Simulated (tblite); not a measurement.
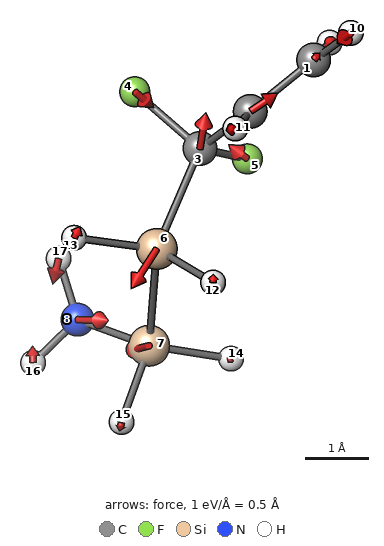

Starting geometry of C3H9F2NSi2 with the computed forces as red arrows. The picture is a ball-and-stick view, seen from a free direction.

The calculation used GFN2-xTB geometry optimisation, gas phase (tblite). 

> Is this structure relaxed? If not, where do the atoms go?

It isn't relaxed: the largest force vector, on a Si atom, is 2.11 eV/Å. The final displacements have little in common with the starting forces (cosine between the two patterns 0.14). The largest move after the best rigid fit is that of an H atom, 1.56 Å. By element the largest moves are H 1.56 Å, F 0.74 Å, N 0.55 Å, C 0.54 Å, Si 0.46 Å. Some distances before and after: C–Si 1.866 → 1.958 Å, Si–Si 2.236 → 2.313 Å, N–Si 1.787 → 1.718 Å, C–H 1.104 → 1.076 Å. Bond angles that change, for instance: Si–Si–H 109.6° → 120.2°, Si–Si–H 106.4° → 116.9°, C–Si–H 111.9° → 102.4°. Groups turn about C–C by about 55°, C–Si by about 35°. After 169 geometry steps the energy has fallen by 66.8 kJ/mol.
